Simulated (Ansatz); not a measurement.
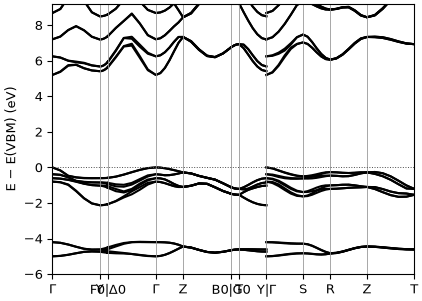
Band structure from r²SCAN+D4 with spin–orbit coupling in the plane-wave PAW code Ansatz

**Question.** Read off the gap and where the band edges lie.

**Answer.** About 5.2 eV (5.20 eV by a search for the band edges); maximum at Γ, minimum at Γ.

The material is HBr in space group Cmc2_1 (No. 36; H on 4a, Br on 4a).

The workflow started from an entry of the Crystallography Open Database (COD), which files this formula under 3 space groups. The r²SCAN+D4 relaxation kept the symmetry of its start; of distortions, only those at the zone centre were tested. The substance is a gas or liquid at ambient conditions.

Potentials: the later of the program's two PAW sets.
